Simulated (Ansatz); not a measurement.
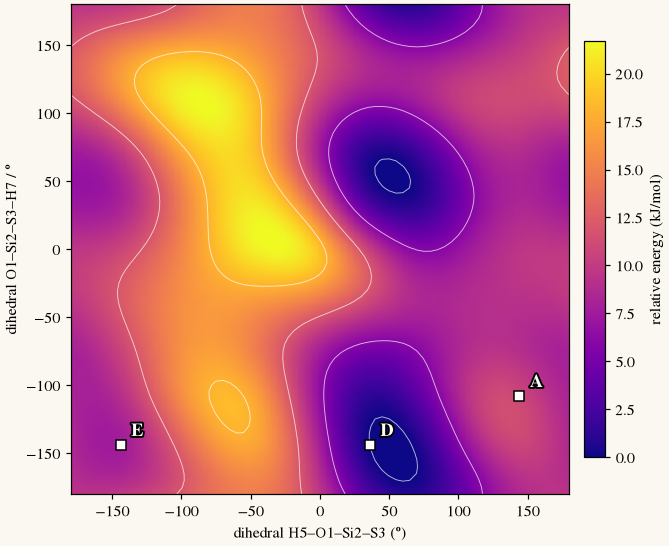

BrH₃OSSi, SMILES O[SiH](S)Br. 
- Coordinates scanned: (1) dihedral H5–O1–Si2–S3; (2) dihedral O1–Si2–S3–H7.
- Nothing is relaxed (all other coordinates rigid).
- The grid has 10 × 10 points.
- Points are written as (first, second).
- Energies are in kJ/mol, from the lowest grid point.
- The calculation used Ansatz, RKS B3LYP-D4/def2-SVP.

Drawn: a smooth colour map with a few white contour lines, lettered points. Between grid points the surface is interpolated.

Q: Is D the lowest point of the computed grid?

A: Yes. D, at (36°, −144°), has the lowest energy of the grid.

Q: What kind of point is each of A, D, E: minimum, saddle, maximum or slope?

A: A: maximum; D: minimum; E: minimum. (In these two coordinates alone; a stationary point may lie a little off the grid point.)

Q: Rank the lettered points by energy, lowest first.

A: D (0.0 kJ/mol), E (7.6 kJ/mol), A (10.9 kJ/mol).
